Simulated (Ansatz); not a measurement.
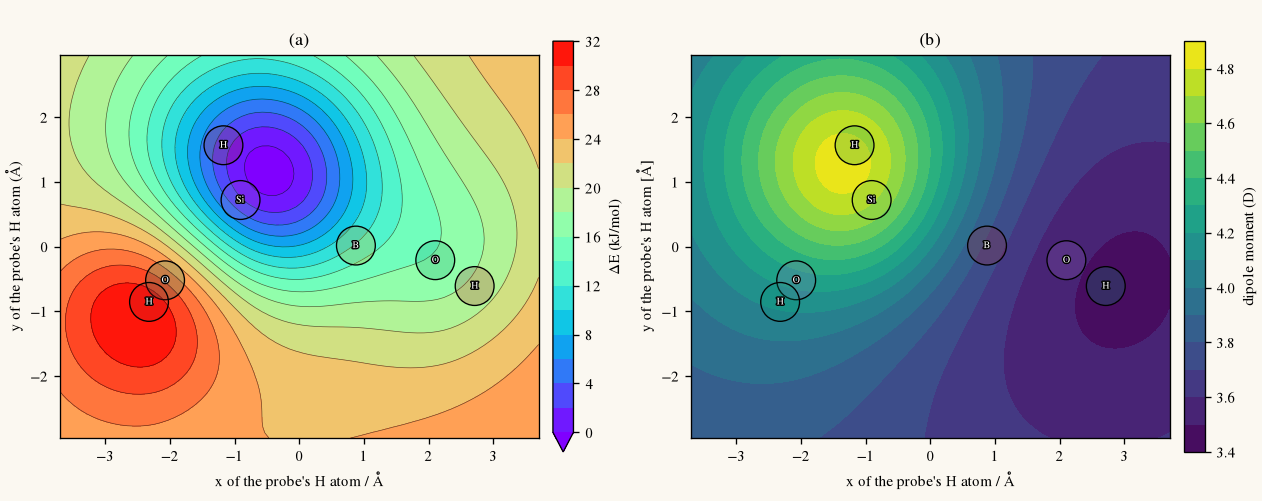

BH₃O₂Si (SMILES OB=[SiH]O) with the probe HF. The probe is moved over a plane parallel to the molecule's main plane, 2.99 Å above it. First axis: x of the probe's H atom. Second axis: y of the probe's H atom. Nothing is relaxed (molecule and probe rigid, the probe upright with H nearest the plane). Grid: 11 × 9 points. Points are written as (first, second). All energies are given in kJ/mol relative to the lowest grid point. Theory: Ansatz, RKS PBE0-D4/def2-SVPD.

Panel (a) is the energy; panel (b) is the computed dipole moment, in D.

In the figure: filled contours, labelled circles for the molecule's atoms, projected on the plane. Between grid points the surface is interpolated.

How does the dipole moment vary over the map, and what is it at the lowest grid point?

Leaving out the highest fifth of the energies, it runs from 3.47 D at (2.96 Å, −0.74 Å) to 4.84 D at (−1.48 Å, 1.48 Å). At the lowest grid point, (−0.74 Å, 1.48 Å), it is 4.74 D.
